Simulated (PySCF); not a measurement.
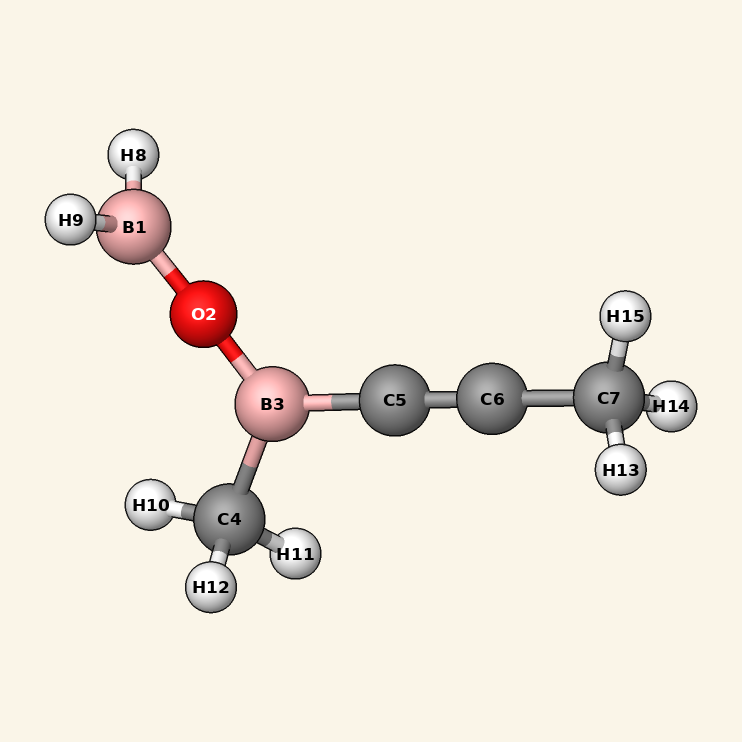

Every bond is drawn as one stick. The geometry was computed by an optimisation with GFN2-xTB. No frequency run is at hand to confirm it as a minimum. Method: PBE0/pcSseg-1 (PySCF 2.14.0).

### Which bond has the highest Mayer bond order?

C5–C6, 2.56, at a length of 1.206 Å.

List the Mayer bond orders of B1–O2, B1–H8, B1–H9, O2–B3, B3–C4, B3–C5, C4–H10, C4–H11, C4–H12, C5–C6, C6–C7, C7–H13, C7–H14, C7–H15.

```
  bond  Mayer order  length (Å)
 B1–O2         1.24       1.294
 B1–H8         0.96       1.182
 B1–H9         0.96       1.182
 O2–B3         1.15       1.309
 B3–C4         1.01       1.602
 B3–C5         1.04       1.527
C4–H10         0.96       1.087
C4–H11         0.96       1.087
C4–H12         0.94       1.089
 C5–C6         2.56       1.206
 C6–C7         1.19       1.446
C7–H13         0.92       1.090
C7–H14         0.92       1.090
C7–H15         0.92       1.090
```

The geometry is semi-empirical. Around B such bond lengths and angles can be off by a tenth of an ångström or more and by several degrees, and values that hang on the shape move with them.
